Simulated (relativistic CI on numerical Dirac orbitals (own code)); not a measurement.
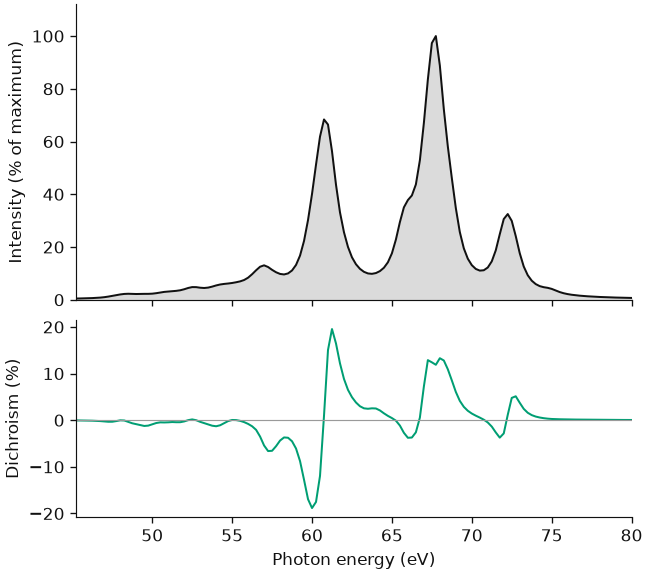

Computed core-level spectrum (absorption) of an ion of charge +5 in a field of D3d symmetry with 10Dq = 19,200, Dσ = −860, Dτ = −230 cm⁻¹. Multiplet model: relativistic Dirac–Coulomb–Breit theory, one configuration a step, Slater integrals scaled by 0.9, 10 K, Voigt broadening (Lorentzian 1.2 eV, Gaussian 0.3 eV full widths), computed with a radial Dirac CI code. Dichroism is for the ground state at zero temperature, magnetised by an exchange field of 10 meV on Sz.

Q: Which element and which edge or line is it?

A: M₂,₃ X-ray absorption of Mn⁵⁺ (manganese, Z = 25), initial configuration [Ar] 3d². The main maxima lie at 57.0 eV (13), 60.8 eV (68), 67.7 eV (100) and 72.2 eV (33), heights in % of the largest; the centroid is at 64.9 eV. The ground state has S = 1.00. The circular dichroism (Δm = −1 less Δm = +1) is largest at 61.2 eV, 20 % of the isotropic maximum. The magnetised ground state has ⟨Lz⟩ = 0.14 and ⟨Sz⟩ = −0.99.

Note: free-ion energies, so absolute edge positions are off by a few eV from solids; core and valence shell share one n, so the strongest features autoionise and are far broader and can lie several eV off in experiment.
